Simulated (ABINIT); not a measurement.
**GaN (F-43m): G0W0 in ABINIT against the k mesh**

Wanted: the cheapest k mesh that holds the gap of GaN (F-43m).

Calculated with ABINIT 10.8.3; LDA and many-body steps on it, plane waves.

**1. The starting structure**

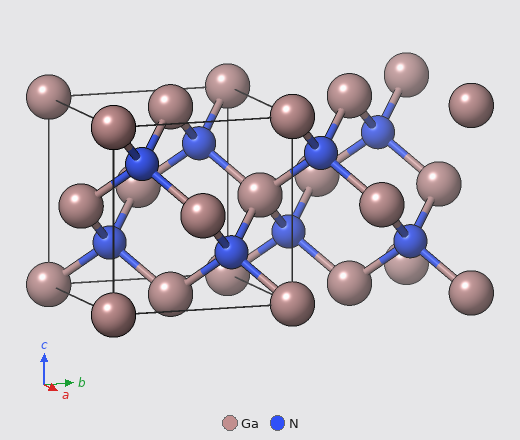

Start, viewed slightly off an axis; gallium pink, nitrogen blue. 1×2×1 cells are drawn. This picture shows the conventional cell, with its axes. Bonds to atoms that aren't drawn are left out. Some periodic images of atoms are drawn too.

The cell and positions are those that the Materials Project relaxed with its own functionals (PBE, PBE+U or r2SCAN), kept fixed. This is not the form that GaN usually takes at ambient conditions.

**2. Empty states on the mesh, 4×4×4 mesh, 85 bands**

This step: ABINIT 10.8.3; DFT, LDA, plane waves, norm-conserving pseudopotentials.

The sums over transitions need many empty states on a uniform mesh; this step solves for them.

File run.abi:

```
acell 3*1.0 Angstrom
rprim 
  0.000000000000 2.253500607500 2.253500607500
  2.253500607500 0.000000000000 2.253500607500
  2.253500607500 2.253500607500 0.000000000000
ntypat 2
znucl 31 7
natom 2
typat 1 2
xred 
  0.000000000000 0.000000000000 0.000000000000
  0.750000000000 0.750000000000 0.750000000000
pp_dirpath "pseudos"
pseudos "Ga.upf, N.upf"
ecut 36
ngkpt 4 4 4
nshiftk 1
shiftk 0 0 0
kptopt 1
chksymbreak 0
irdden 1
istwfk *1
nband 85
prtvol 0
optdriver 6
gwr_task "HDIAGO"
paral_kgb 0
occopt 1
indata_prefix "in"
outdata_prefix "out"
tmpdata_prefix "tmp"
```

Command:

```bash
$ OMP_NUM_THREADS=1 mpirun -n 4 abinit run.abi > log
```

Numbers of over 12 decimals in the logs are rounded to 6 here.

The program printed:

```text
.Version 10.8.3 of ABINIT. v10.8.2 released Aug 2026.

 Symmetries : space group F-4 3 m (#216); Bravais cF (face-center cubic)
[... echo of the input left out ...]
== DATASET  1 ==================================================================
-   mpi_nproc: 4, omp_nthreads: 1 (-1 if OMP is not activated)

--- !DatasetInfo
iteration_state: {dtset: 1, }
dimensions: {natom: 2, nkpt: 8, mband: 85, nsppol: 1, nspinor: 1, nspden: 1, mpw: 1639, }
cutoff_energies: {ecut:  36.0, pawecutdg:  -1.0, }
[...]
Direct band gap semiconductor
 Fundamental gap:     1.770 (eV)
   VBM:     4.956 (eV) at k: [ 0.0000E+00,  0.0000E+00,  0.0000E+00]
   CBM:     6.725 (eV) at k: [ 0.0000E+00,  0.0000E+00,  0.0000E+00]
 Direct gap:         1.770 (eV) at k: [ 0.0000E+00,  0.0000E+00,  0.0000E+00]

== END DATASET(S) ==============================================================
================================================================================

 -outvars: echo values of variables after computation  --------
           etotal      0.0000000000E+00
            nband          85
             nkpt           8
          spgroup         216
 [... the other variables as echoed above ...]

 Calculation completed.
```

It took 8.9 s on 4 MPI ranks of Arm Neoverse V2, shared host; peak memory 0.79 GiB; 35 s of CPU time.

This step gave:

```
gap                                                           : 1.770 eV
k of the valence top                                          : 0, 0, 0
k of the conduction bottom                                    : 0, 0, 0
least direct gap                                              : 1.770 eV
k points computed                                             : 8
lowest point of the top converged band, above the valence top : 107.4100 eV
```

On this mesh the gap is 1.770 eV.

The density comes from a self-consistent run that is not shown.

**3. Empty states on the mesh, 2×2×2 mesh, 30 bands**

Changes to run.abi since step 2:

```diff
@@ -15,3 +15,3 @@
 ecut 36
-ngkpt 4 4 4
+ngkpt 2 2 2
 nshiftk 1
@@ -20,10 +20,10 @@
 chksymbreak 0
+iscf -2
 irdden 1
 istwfk *1
-nband 85
+nband 30
+nbdbuf 4
+tolwfr 1e-09
+nstep 60
 prtvol 0
-optdriver 6
-gwr_task "HDIAGO"
-paral_kgb 0
-occopt 1
 indata_prefix "in"
```

The program printed:

```text
.Version 10.8.3 of ABINIT. v10.8.2 released Aug 2026.

 Symmetries : space group F-4 3 m (#216); Bravais cF (face-center cubic)
[... echo of the input left out ...]
== DATASET  1 ==================================================================
-   mpi_nproc: 4, omp_nthreads: 1 (-1 if OMP is not activated)
-    --> not optimal distribution: autoparal keyword recommended in input file <--

--- !DatasetInfo
iteration_state: {dtset: 1, }
dimensions: {natom: 2, nkpt: 3, mband: 30, nsppol: 1, nspinor: 1, nspden: 1, mpw: 1639, }
cutoff_energies: {ecut:  36.0, pawecutdg:  -1.0, }
[...]
0.18212    0.24715    0.55535    0.55535    0.55535    0.81792    0.86882    0.86882
   0.86882    0.90756    0.90756    1.01107    1.37734    1.37734    1.37734    1.86336
   1.86336    1.86336    1.89097    1.89097    1.89097    1.93033
 prteigrs : prtvol=0 or 1, do not print more k-points.

== END DATASET(S) ==============================================================
================================================================================

 -outvars: echo values of variables after computation  --------
            nband          30
             nkpt           3
          spgroup         216
 [... the other variables as echoed above ...]

 Calculation completed.
```

Wall time 2.9 s (4 MPI ranks); peak memory 0.07 GiB.

Numbers from this step:

```yaml
gap: 1.770 eV
k_of_the_valence_top: 0, 0, 0
k_of_the_conduction_bottom: 0, 0, 0
least_direct_gap: 1.770 eV
k_points_computed: 3
lowest_point_of_the_top_converged_band_above_the_valence_top: 35.30 eV
```

On this mesh the gap is 1.770 eV.

**4. Empty states on the mesh, 6×6×6 mesh, 30 bands**

Changes to run.abi since step 3:

```diff
@@ -15,3 +15,3 @@
 ecut 36
-ngkpt 2 2 2
+ngkpt 6 6 6
 nshiftk 1
```

The program printed:

```text
.Version 10.8.3 of ABINIT. v10.8.2 released Aug 2026.

 Symmetries : space group F-4 3 m (#216); Bravais cF (face-center cubic)
[... echo of the input left out ...]
== DATASET  1 ==================================================================
-   mpi_nproc: 4, omp_nthreads: 1 (-1 if OMP is not activated)

--- !DatasetInfo
iteration_state: {dtset: 1, }
dimensions: {natom: 2, nkpt: 16, mband: 30, nsppol: 1, nspinor: 1, nspden: 1, mpw: 1639, }
cutoff_energies: {ecut:  36.0, pawecutdg:  -1.0, }
[...]
0.18212    0.24715    0.55535    0.55535    0.55535    0.81792    0.86882    0.86882
   0.86882    0.90756    0.90756    1.01107    1.37734    1.37734    1.37734    1.86336
   1.86336    1.86336    1.89097    1.89097    1.89097    1.93033
 prteigrs : prtvol=0 or 1, do not print more k-points.

== END DATASET(S) ==============================================================
================================================================================

 -outvars: echo values of variables after computation  --------
            nband          30
             nkpt          16
          spgroup         216
 [... the other variables as echoed above ...]

 Calculation completed.
```

Run time: 4.8 s. Hardware: 4 MPI ranks; peak memory 0.25 GiB; 19 s of CPU time.

Numbers from this step:

```
gap                                                           : 1.770 eV
k of the valence top                                          : 0, 0, 0
k of the conduction bottom                                    : 0, 0, 0
least direct gap                                              : 1.770 eV
k points computed                                             : 16
lowest point of the top converged band, above the valence top : 35.30 eV
```

On this mesh the gap is 1.770 eV.

**5. Screening, 2×2×2 mesh, 26 bands, screening to 130.6 eV**

The RPA dielectric matrix is built and inverted for each q.

This step: RPA screening on LDA, plane waves, norm-conserving pseudopotentials.

Changes to run.abi since step 4:

```diff
@@ -15,3 +15,3 @@
 ecut 36
-ngkpt 6 6 6
+ngkpt 2 2 2
 nshiftk 1
@@ -20,10 +20,11 @@
 chksymbreak 0
-iscf -2
-irdden 1
 istwfk *1
-nband 30
-nbdbuf 4
-tolwfr 1e-09
-nstep 60
-prtvol 0
+occopt 1
+irdwfk 1
+optdriver 3
+nband 26
+ecuteps 4.8
+inclvkb 2
+awtr 1
+symchi 1
 indata_prefix "in"
```

The program printed:

```text
.Version 10.8.3 of ABINIT. v10.8.2 released Aug 2026.

 Symmetries : space group F-4 3 m (#216); Bravais cF (face-center cubic)
[... echo of the input left out ...]
== DATASET  1 ==================================================================
-   mpi_nproc: 4, omp_nthreads: 1 (-1 if OMP is not activated)

--- !DatasetInfo
iteration_state: {dtset: 1, }
dimensions: {natom: 2, nkpt: 3, mband: 26, nsppol: 1, nspinor: 1, nspden: 1, mpw: 1639, }
cutoff_energies: {ecut:  36.0, pawecutdg:  -1.0, }
electrons: {nelect:   1.80000000E+01, charge:   0.00000000E+00, occopt:   1.00000000E+00, tsmear:   1.00000000E-02, }

 SCREENING: Calculation of the susceptibility and dielectric matrices

 Based on a program developped by R.W. Godby, V. Olevano, G. Onida, and L. Reining.
 Incorporated in ABINIT by V. Olevano, G.-M. Rignanese, and M. Torrent.
.Using double precision arithmetic ; gwpc =  8

[... cell and pseudopotentials left out ...]
--------------------------------------------------------------------------------

 ==== K-mesh for the wavefunctions ====
 Number of points in the irreducible wedge :     3
[... list of points left out ...]
 Together with 24 symmetry operations and time-reversal symmetry
 yields     8 points in the full Brillouin Zone.

 ==== Q-mesh for the screening function ====
 Number of points in the irreducible wedge :     3
[... list of points left out ...]
 Together with 24 symmetry operations and time-reversal symmetry
 yields     8 points in the full Brillouin Zone.

 setmesh: FFT mesh size selected  =    24x   24x   24
          total number of points  =        13824

 vcoul_init : cutoff-mode = AUXILIARY_FUNCTION
 q-points for optical limit:   1
     1)      0.000010    0.000020    0.000030

- screening: taking advantage of time-reversal symmetry
- Maximum band index for partially occupied states nbvw = 9
- Remaining bands to be divided among processors   nbcw = 17
- Number of bands treated by each node ~4

 Number of electrons calculated from density =   18.0000; Expected =   18.0000
 average of density, n =  0.116539
 r_s =    1.2700
 omega_plasma =   32.9300 [eV]

 calculating chi0 at frequencies [eV] :
  1    0.000000E+00    0.000000E+00
  2    0.000000E+00    3.293002E+01

--------------------------------------------------------------------------------
  q-point number  1        q = ( 0.000000, 0.000000, 0.000000) [r.l.u.]
--------------------------------------------------------------------------------
[... chi0 elements left out ...]
 For q-point:  0.000010 0.000020 0.000030
  dielectric constant =  27.4465
  dielectric constant without local fields =  33.4151

  Average fulfillment of the sum rule on Im[epsilon] for q-point    1 :     24.09  [%]
[... wings left out ...]
  q-point number  2        q = ( 0.500000, 0.000000, 0.000000) [r.l.u.]
--------------------------------------------------------------------------------
[... chi0 elements left out ...]
  Average fulfillment of the sum rule on Im[epsilon] for q-point    2 :     37.11  [%]

 [... 1 further q-points ...]
```

Wall time 2.1 s (4 MPI ranks); peak memory 0.08 GiB; 7.8 s of CPU time.

This step gave:

| Quantity | Value |
| --- | --- |
| ε∞ with local fields, on this mesh, along the program's q direction | 27.45 |
| the same without local fields | 33.42 |
| plasma frequency | 32.93 eV |
| plane waves in the screening matrix | 65 |

Local fields lower ε∞ by 18 %. On a Γ-centred mesh this coarse the value itself is usually too large, while a short band sum pulls it down.

**6. 2×2×2**

This step: G0W0 on LDA, plane waves, norm-conserving pseudopotentials.

Changes to run.abi since step 5:

```diff
@@ -23,8 +23,15 @@
 irdwfk 1
-optdriver 3
+optdriver 4
 nband 26
+gwcalctyp 0
+ecutsigx 36
+symsigma 1
+nkptgw 1
+kptgw 
+  0.0000000000 0.0000000000 0.0000000000
+bdgw 
+  7 13
 ecuteps 4.8
-inclvkb 2
-awtr 1
-symchi 1
+irdscr 1
+ppmodel 1
 indata_prefix "in"
```

The program printed:

```text
.Version 10.8.3 of ABINIT. v10.8.2 released Aug 2026.

 Symmetries : space group F-4 3 m (#216); Bravais cF (face-center cubic)
[... echo of the input left out ...]
== DATASET  1 ==================================================================
-   mpi_nproc: 4, omp_nthreads: 1 (-1 if OMP is not activated)

--- !DatasetInfo
iteration_state: {dtset: 1, }
dimensions: {natom: 2, nkpt: 3, mband: 26, nsppol: 1, nspinor: 1, nspden: 1, mpw: 1639, }
cutoff_energies: {ecut:  36.0, pawecutdg:  -1.0, }
electrons: {nelect:   1.80000000E+01, charge:   0.00000000E+00, occopt:   1.00000000E+00, tsmear:   1.00000000E-02, }

 SIGMA: Calculation of the GW corrections

 Based on a program developped by R.W. Godby, V. Olevano, G. Onida, and L. Reining.
 Incorporated in ABINIT by V. Olevano, G.-M. Rignanese, and M. Torrent.
.Using double precision arithmetic ; gwpc =  8

[... cell and pseudopotentials left out ...]
--------------------------------------------------------------------------------

 ==== K-mesh for the wavefunctions ====
 Number of points in the irreducible wedge :     3
[... list of points left out ...]
 Together with 24 symmetry operations and time-reversal symmetry
 yields     8 points in the full Brillouin Zone.

 ==== Q-mesh for screening function ====
 Number of points in the irreducible wedge :     3
[... list of points left out ...]
 Together with 24 symmetry operations and time-reversal symmetry
 yields     8 points in the full Brillouin Zone.

 vcoul_init : cutoff-mode = AUXILIARY_FUNCTION
 q-points for optical limit:   1
     1)      0.000010    0.000020    0.000030
 setmesh: FFT mesh size selected  =    36x   36x   36
          total number of points  =        46656

 Number of electrons calculated from density =   18.0000; Expected =   18.0000
 average of density, n =  0.116539
 r_s =    1.2700
 omega_plasma =   32.9300 [eV]

 === KS Band Gaps ===
  >>>> For spin  1
   Minimum direct gap =   1.7696 [eV], located at k-point      :   0.0000  0.0000  0.0000
   Fundamental gap    =   1.7696 [eV], Top of valence bands at :   0.0000  0.0000  0.0000
                                       Bottom of conduction at :   0.0000  0.0000  0.0000
 SIGMA fundamental parameters:
 PLASMON POLE MODEL  1
 number of plane-waves for SigmaX                 1639
 number of plane-waves for SigmaC and W             65
 number of plane-waves for wavefunctions          1639
 number of bands                                    26
 number of independent spin polarizations            1
 number of spinorial components                      1
 number of k-points in IBZ                           3
 number of q-points in IBZ                           3
 number of symmetry operations                      24
 number of k-points in BZ                            8
 number of q-points in BZ                            8
 number of frequencies for dSigma/dE                 9
 frequency step for dSigma/dE [eV]                0.25
 number of omega for Sigma on real axis              0
 max omega for Sigma on real axis  [eV]           0.00
 zcut for avoiding poles [eV]                     0.10

 EPSILON^-1 parameters (SCR file):
 dimension of the eps^-1 matrix on file             65
 dimension of the eps^-1 matrix used                65
 number of plane-waves for wavefunctions          1639
 number of bands                                    26
 number of q-points in IBZ                           3
 number of frequencies                               2
 number of real frequencies                          1
 number of imag frequencies                          1

 matrix elements of self-energy operator (all in [eV])

 Perturbative Calculation

--- !SelfEnergy_ee
iteration_state: {dtset: 1, }
kpoint     : [   0.000,    0.000,    0.000, ]
spin       : 1
KS_gap     :    1.770
QP_gap     :    1.961
Delta_QP_KS:    0.191
data: !SigmaeeData |
     Band     E0 <VxcDFT>   SigX SigC(E0)      Z dSigC/dE  Sig(E)    E-E0       E
        7   4.956 -18.398 -21.631   4.514   0.797  -0.254 -17.376   1.022   5.978
        8   4.956 -18.398 -21.631   4.514   0.797  -0.254 -17.376   1.022   5.978
        9   4.956 -18.398 -21.631   4.514   0.797  -0.254 -17.376   1.022   5.978
       10   6.725 -14.212  -8.611  -4.113   0.815  -0.227 -12.999   1.213   7.938
       11  15.112 -12.613  -6.704  -4.412   0.839  -0.192 -11.357   1.256  16.368
       12  15.112 -12.613  -6.704  -4.412   0.839  -0.192 -11.357   1.256  16.368
       13  15.112 -12.613  -6.704  -4.412   0.839  -0.192 -11.357   1.256  16.368

== END DATASET(S) ==============================================================
================================================================================

 -outvars: echo values of variables after computation  --------
           etotal      0.0000000000E+00
            nband          26
             nkpt           3
          spgroup         216
 [... the other variables as echoed above ...]

 Calculation completed.
```

Elapsed: 2.1 s, on 4 MPI ranks; peak memory 0.09 GiB; 7.7 s of CPU time.

This step gave:

```yaml
g0w0_gap_on_the_points_computed: 1.96 eV
starting_gap_on_the_mesh: 1.770 eV
k_of_the_valence_top: 0, 0, 0
k_of_the_conduction_bottom: 0, 0, 0
z_at_the_valence_top: 0.797
z_at_the_conduction_bottom: 0.815
least_direct_g0w0_gap_on_the_computed_points: 1.96 eV
```

**7. Screening, 4×4×4 mesh, 26 bands, screening to 130.6 eV**

This step: RPA screening on LDA, plane waves, norm-conserving pseudopotentials.

Changes to run.abi since step 6:

```diff
@@ -15,3 +15,3 @@
 ecut 36
-ngkpt 2 2 2
+ngkpt 4 4 4
 nshiftk 1
@@ -23,15 +23,8 @@
 irdwfk 1
-optdriver 4
+optdriver 3
 nband 26
-gwcalctyp 0
-ecutsigx 36
-symsigma 1
-nkptgw 1
-kptgw 
-  0.0000000000 0.0000000000 0.0000000000
-bdgw 
-  7 13
 ecuteps 4.8
-irdscr 1
-ppmodel 1
+inclvkb 2
+awtr 1
+symchi 1
 indata_prefix "in"
```

The program printed:

```text
.Version 10.8.3 of ABINIT. v10.8.2 released Aug 2026.

 Symmetries : space group F-4 3 m (#216); Bravais cF (face-center cubic)
[... echo of the input left out ...]
== DATASET  1 ==================================================================
-   mpi_nproc: 4, omp_nthreads: 1 (-1 if OMP is not activated)

--- !DatasetInfo
iteration_state: {dtset: 1, }
dimensions: {natom: 2, nkpt: 8, mband: 26, nsppol: 1, nspinor: 1, nspden: 1, mpw: 1639, }
cutoff_energies: {ecut:  36.0, pawecutdg:  -1.0, }
electrons: {nelect:   1.80000000E+01, charge:   0.00000000E+00, occopt:   1.00000000E+00, tsmear:   1.00000000E-02, }

 SCREENING: Calculation of the susceptibility and dielectric matrices

 Based on a program developped by R.W. Godby, V. Olevano, G. Onida, and L. Reining.
 Incorporated in ABINIT by V. Olevano, G.-M. Rignanese, and M. Torrent.
.Using double precision arithmetic ; gwpc =  8

[... cell and pseudopotentials left out ...]
--------------------------------------------------------------------------------

 ==== K-mesh for the wavefunctions ====
 Number of points in the irreducible wedge :     8
[... list of points left out ...]
 Together with 24 symmetry operations and time-reversal symmetry
 yields    64 points in the full Brillouin Zone.

 ==== Q-mesh for the screening function ====
 Number of points in the irreducible wedge :     8
[... list of points left out ...]
 Together with 24 symmetry operations and time-reversal symmetry
 yields    64 points in the full Brillouin Zone.

 setmesh: FFT mesh size selected  =    24x   24x   24
          total number of points  =        13824

 vcoul_init : cutoff-mode = AUXILIARY_FUNCTION
 q-points for optical limit:   1
     1)      0.000010    0.000020    0.000030

- screening: taking advantage of time-reversal symmetry
- Maximum band index for partially occupied states nbvw = 9
- Remaining bands to be divided among processors   nbcw = 17
- Number of bands treated by each node ~4

 Number of electrons calculated from density =   18.0000; Expected =   18.0000
 average of density, n =  0.116539
 r_s =    1.2700
 omega_plasma =   32.9300 [eV]

 calculating chi0 at frequencies [eV] :
  1    0.000000E+00    0.000000E+00
  2    0.000000E+00    3.293002E+01

--------------------------------------------------------------------------------
  q-point number  1        q = ( 0.000000, 0.000000, 0.000000) [r.l.u.]
--------------------------------------------------------------------------------
[... chi0 elements left out ...]
 For q-point:  0.000010 0.000020 0.000030
  dielectric constant =   8.9619
  dielectric constant without local fields =   9.5231

  Average fulfillment of the sum rule on Im[epsilon] for q-point    1 :     25.22  [%]
[... wings left out ...]
  q-point number  2        q = ( 0.250000, 0.000000, 0.000000) [r.l.u.]
--------------------------------------------------------------------------------
[... chi0 elements left out ...]
  Average fulfillment of the sum rule on Im[epsilon] for q-point    2 :     44.92  [%]

 [... 6 further q-points ...]
```

Elapsed: 3.6 s, on 4 MPI ranks; peak memory 0.37 GiB.

Numbers from this step:

| Property | Result |
| --- | --- |
| ε∞ with local fields, on this mesh, along the program's q direction | 8.962 |
| the same without local fields | 9.523 |
| plasma frequency | 32.93 eV |
| plane waves in the screening matrix | 65 |

(Part 1 of 2 ends here.)

[Paths, hosts, dates, memory and timing lines, banners, echoed tables and standing remarks are left out of the program output.]

[Logs are printed without paths, hosts, clocks, repeated set-up lines and the standing remarks that a program may print on its own settings, such as how far it seeks lower states.]

[Runs of the session that timed out or met a known fault of the program may be left out.]

[Hosts, paths, dates, database ids (printed as entryN), source tags and the programs' standing remarks are cut or masked in the printed files.]

[G0W0 gaps are taken among the corrected bands and points alone; a level outside them can change the order at an edge.]

[Where Ansatz stands beside ABINIT at settings called matched, ABINIT's density can come from a denser mesh and the files from another edition; pairs whose starting gaps differed by over 0.03 eV were left out, so agreement reads better than it is.]
